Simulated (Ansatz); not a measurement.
A computed series for BN: pressure series

The parent structure is BN in the zinc blende structure (space group F-43m, No. 216).

```
CELL_PARAMETERS angstrom
      0.00000     1.81205     1.81205
      1.81205     0.00000     1.81205
      1.81205     1.81205     0.00000
ATOMIC_POSITIONS crystal
  N  0.75000 0.75000 0.75000
  B  0.00000 0.00000 0.00000
```

Cell and atoms are relaxed at each pressure.

Method: Ansatz (a first-principles code) PBE, no spin-orbit coupling, earlier PAW set.

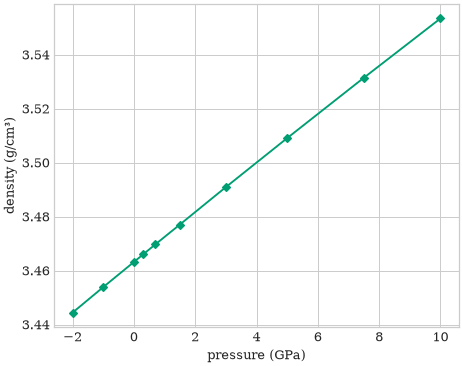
Figure: Density against pressure

From the plot, what is the density for pressure 7.5 GPa?

About 3.53 g/cm³.

Is the trend monotonic over the range shown?

Yes, it rises throughout, spanning 3.44 g/cm³ to 3.55 g/cm³.

Load acts through the strain it causes; cell and atoms are relaxed under it. Stability against distortions was not tested. No other phases were tried under pressure.
